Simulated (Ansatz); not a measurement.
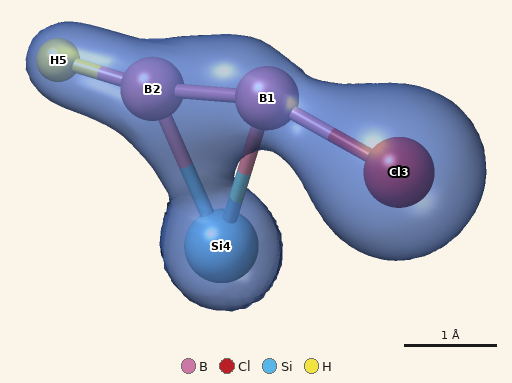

Figure 1: B₂ClHSi (SMILES ClB1B[Si]1). Isosurface of the total electron density at 0.6 e/Å³ (blue), seen at a tilt.

Geometry: PBE0-D3(BJ)/def2-SVP.

These are results of isolated molecule in a Gaussian basis; Kohn-Sham density functional theory, functional PBE0 (Ansatz 0.2.0), not measurements.

Input file:

```
crystal:
  periodic: [false, false, false]
  atoms:
    - symbol: B
      position_ang: [-0.801832, -0.277251, 0.495534]
    - symbol: B
      position_ang: [0.636960, -0.486874, 0.143590]
    - symbol: Cl
      position_ang: [-2.487223, -0.237120, 0.112096]
    - symbol: Si
      position_ang: [-0.298704, -0.841107, -1.527884]
    - symbol: H
      position_ang: [1.829817, -0.592487, 0.116944]
basis:
  gaussian: {orbitals: def2-TZVPD}
hamiltonian: {xc: {name: PBE0}}
output: {forces: true, orbitals: {seedname: orbitals}}
```

Command:

```sh
ansatz run input.yaml --threads 1 --pin off --max-ram 2610MiB --events-out events.jsonl --progress --plain --runs-dir runs
```

What does this surface tell about the bonding?

At this value the surface is in one piece. It bridges the sampled B–B (1.50 Å), B–Cl (1.73 Å), Si–B (1.95 Å) and B–H (1.20 Å) contacts, where the density stays above the isovalue. On the grid the lowest density along these lines, outside the cores, is 1.2 e/Å³ (B–B, 1.50 Å), 1 e/Å³ (B–Cl, 1.73 Å), 0.72 e/Å³ (Si–B, 1.95 Å) and 1.2 e/Å³ (B–H, 1.20 Å).
